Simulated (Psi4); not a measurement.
**SiF2 (SMILES F[Si]F) at BHLYP/def2-TZVP**

What is the vertical singlet–triplet gap of SiF2 at BHLYP/def2-TZVP? 

The results are computed with Psi4 1.11.

**1. The system as given**

The species is SiF2 (3 atoms), meant as a singlet with charge 0. As SMILES, `F[Si]F`. The coordinates come from a PBE0-D4/def2-TZVP relaxation.

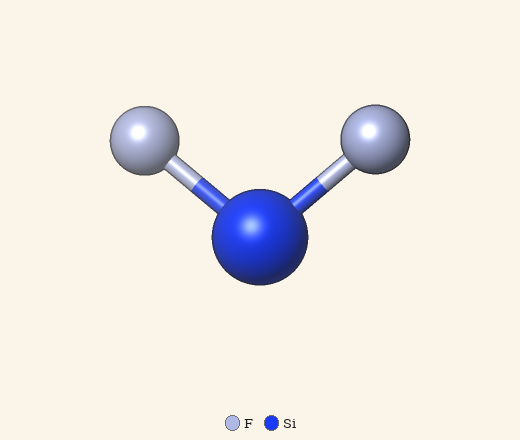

The structure, seen from a chosen angle (fluorine light blue, silicon blue).

**2. A single-point energy at BHLYP/def2-TZVP**

The input, f2si.xyz:

```xyz
3
F2Si
F      0.166300     1.246800     0.229400
Si    -0.594900    -0.046400    -0.330100
F      0.428600    -1.200400     0.100700
```

The input, f2si.py:

```python
import psi4

psi4.set_memory(1600000000)
psi4.set_num_threads(1)
psi4.set_output_file('f2si.out', False)

with open('f2si.xyz') as f:
    atoms = ''.join(f.readlines()[2:])
geom = psi4.geometry('0 1\n' + atoms + 'symmetry c1\nno_reorient\nno_com')

psi4.set_options({
    'puream': True,
    'e_convergence': 1e-09,
    'd_convergence': 1e-08,
    'scf_type': 'pk',
    'dft_radial_points': 99,
    'dft_spherical_points': 590,
})

E, wfn = psi4.energy("bhhlyp/def2-TZVP", return_wfn=True)
print('E =', round(E, 9))
for k, v in sorted(psi4.core.scalar_variables().items()):
    print(f'{k:45s} {v:18.10f}')
```

On the command line:

```sh
$ python f2si.py
```

f2si.out:

```text
[...]
  Running in c1 symmetry.
[...]
  Nuclear repulsion =  100.658413605206448
[...]
  Multiplicity = 1
[...]
  Nalpha       = 16
  Nbeta        = 16
[...]
    Number of basis functions: 99
[...]
   @RKS iter   1:  -489.22129535827281   -6.21314e-01   5.55050e-03 ADIIS/DIIS
[...]
   @RKS iter  10:  -489.30688295836245   -1.76215e-12   7.55719e-09 DIIS
[...]
    Orbital Energies [Eh]
    ---------------------
    Doubly Occupied:
       1A    -67.221423     2A    -25.313446     3A    -25.313438
       4A     -5.677684     5A     -3.941332     6A     -3.939919
       7A     -3.936998     8A     -1.374027     9A     -1.352155
      10A     -0.664020    11A     -0.596892    12A     -0.569194
      13A     -0.562085    14A     -0.533252    15A     -0.518533
      16A     -0.346290
[...]
  @RKS Final Energy:  -489.30688295836245
   => Energetics <=
    Nuclear Repulsion Energy =            100.6584136052064480
    One-Electron Energy =                -880.7131245443501939
    Two-Electron Energy =                 312.3403919814070946
    DFT Exchange-Correlation Energy =     -21.5925640006257709
    Empirical Dispersion Energy =           0.0000000000000000
    VV10 Nonlocal Energy =                  0.0000000000000000
    Total Energy =                       -489.3068829583624506
[...]
 Multipole Moments:
 ------------------------------------------------------------------------------------
     Multipole            Electronic (a.u.)      Nuclear  (a.u.)        Total (a.u.)
 ------------------------------------------------------------------------------------
 L = 1.  Multiply by 2.5417464519 to convert [e a0] to [Debye]
 Dipole X            :          5.1899361           -5.6209904           -0.4310542
 Dipole Y            :          0.4048089           -0.4384165           -0.0336075
 Dipole Z            :          2.8798097           -3.1189930           -0.2391833
 Magnitude           :                                                    0.4941112
[...]
```

Standard output:

```text
E = -489.306882958
CURRENT ENERGY                                   -489.3068829584
CURRENT REFERENCE ENERGY                         -489.3068829584
DD SOLVATION ENERGY                                 0.0000000000
DFT FUNCTIONAL TOTAL ENERGY                      -489.3068829584
DFT TOTAL ENERGY                                 -489.3068829584
DFT VV10 ENERGY                                     0.0000000000
DFT XC ENERGY                                     -21.5925640006
GRID ELECTRONS ALPHA                               15.9999993915
GRID ELECTRONS BETA                                15.9999993915
GRID ELECTRONS TOTAL                               31.9999987830
NUCLEAR REPULSION ENERGY                          100.6584136052
ONE-ELECTRON ENERGY                              -880.7131245444
PCM POLARIZATION ENERGY                             0.0000000000
PE ENERGY                                           0.0000000000
SCF ITERATION ENERGY                             -489.3068829584
SCF ITERATIONS                                     10.0000000000
SCF TOTAL ENERGY                                 -489.3068829584
TWO-ELECTRON ENERGY                               312.3403919814
XC GRID RADIAL POINTS                              99.0000000000
XC GRID SPHERICAL POINTS                          590.0000000000
XC GRID TOTAL POINTS                           169136.0000000000
```

Wall time 5.7 s (1 thread of Intel Xeon 6975P-C (Granite Rapids), shared host); peak memory 0.78 GiB.

**3. The triplet**

The input, input.json:

```json
{
 "schema_name": "qcschema_input",
 "schema_version": 1,
 "molecule": {
  "schema_name": "qcschema_molecule",
  "schema_version": 2,
  "symbols": ["F", "Si", "F"],
  "geometry": [0.31426145, 2.35611053, 0.43350317, -1.12419807, -0.08768329, -0.62379859, 0.80993662, -2.26842724, 0.19029542],
  "molecular_charge": 0,
  "molecular_multiplicity": 3,
  "fix_symmetry": "c1"
 },
 "driver": "energy",
 "model": {
  "method": "bhhlyp",
  "basis": "def2-TZVP"
 },
 "keywords": {
  "reference": "uks",
  "puream": true,
  "e_convergence": 1e-09,
  "d_convergence": 1e-08,
  "scf_type": "pk",
  "dft_radial_points": 99,
  "dft_spherical_points": 590,
  "maxiter": 100,
  "scf_properties": ["MULLIKEN_CHARGES", "MAYER_INDICES", "QUADRUPOLE"]
 }
}
```

On the command line:

```sh
$ psi4 --qcschema input.json -n 1 --memory 1600MB
```

stdout (excerpt; [...] marks lines left out):

```text
[...]
  Running in c1 symmetry.
[...]
  Nuclear repulsion =  100.658413757844158
[...]
  Multiplicity = 3
[...]
  Nalpha       = 17
  Nbeta        = 15
[...]
    Number of basis functions: 99
[...]
   @UKS iter   1:  -489.09480755671945   -4.94826e-01   5.49451e-03 DIIS/ADIIS
[...]
   @UKS iter  11:  -489.18846199139853   -1.72804e-11   7.10816e-09 DIIS
[...]
   @S^2 Observed:                2.002382049E+00
[...]
  @UKS Final Energy:  -489.18846199139853
   => Energetics <=
    Nuclear Repulsion Energy =            100.6584137578441585
    One-Electron Energy =                -880.2737674672537196
    Two-Electron Energy =                 312.0128716606564012
    DFT Exchange-Correlation Energy =     -21.5859799426454124
    Empirical Dispersion Energy =           0.0000000000000000
    VV10 Nonlocal Energy =                  0.0000000000000000
    Total Energy =                       -489.1884619913985262
[...]
 Multipole Moments:
 ------------------------------------------------------------------------------------
     Multipole            Electronic (a.u.)      Nuclear  (a.u.)        Total (a.u.)
 ------------------------------------------------------------------------------------
 L = 1.  Multiply by 2.5417464519 to convert [e a0] to [Debye]
 Dipole X            :          0.0020113           -0.8292942           -0.8272829
 Dipole Y            :          0.0001478           -0.0568279           -0.0566801
 Dipole Z            :         -0.0000000            0.0000000           -0.0000000
 Magnitude           :                                                    0.8292223
 L = 2.  Multiply by 1.3450342976 to convert [e a0^2] to [Debye ang]
 Quadrupole XX       :        -45.1399088           29.7646110          -15.3752977
 Quadrupole XY       :          4.8399613           -4.6496574            0.1903040
[...]
  Mulliken Charges: (a.u.)
   Center  Symbol    Alpha    Beta     Spin     Total
       1     F     4.69812  4.61040  0.08772 -0.30852
       2    SI     7.60376  5.77919  1.82456  0.61705
       3     F     4.69812  4.61040  0.08772 -0.30853
   Total alpha = 17.00000, Total beta = 15.00000, Total charge = -0.00000
  Mayer Bond Indices:
  Total Bond Index:
  Irrep: 1 Size: 3 x 3
[...]
```

The result, in JSON:

```text
{
 "driver": "energy",
 "model": {
  "method": "bhhlyp",
  "basis": "def2-TZVP"
 },
 "success": true,
 "return_result": -489.1884619913985,
 "properties": {
  "calcinfo_nbasis": 99,
  "calcinfo_nmo": 99,
  "calcinfo_nalpha": 17,
  "calcinfo_nbeta": 15,
  "calcinfo_natom": 3,
  "nuclear_repulsion_energy": 100.65841375784416,
  "return_energy": -489.1884619913985,
  "scf_one_electron_energy": -880.2737674672537,
  "scf_two_electron_energy": 312.0128716606564,
  "scf_xc_energy": -21.585979942645412,
  "scf_dipole_moment": [-0.8272829119784355, -0.05668012417890758, -8.104886472658623e-15],
  "scf_total_energy": -489.1884619913985,
  "scf_iterations": 11
 }
}
```

It took 8.4 s on 1 thread of Intel Xeon 6975P-C (Granite Rapids), shared host; peak memory 0.79 GiB.

**4. Results**

Level: BHLYP/def2-TZVP.

| quantity | value |
| --- | --- |
| singlet: total energy | -489.30688 Eh |
| singlet: dipole moment | 1.26 D |
| singlet: HOMO energy | -9.42 eV |
| singlet: LUMO energy | -1.24 eV |
| singlet: HOMO–LUMO gap | 8.19 eV |
| triplet: total energy | -489.18846 Eh |
| triplet: dipole moment | 2.11 D |
| triplet: HOMO energy (highest over α and β) | -6.25 eV |
| triplet: LUMO energy (lowest over α and β) | -4.46 eV |
| triplet: ⟨S²⟩ | 2.002 |
| vertical energy of the triplet above the singlet | 3.222 eV |

At this shape the triplet lies 3.22 eV (74 kcal/mol) above the singlet.
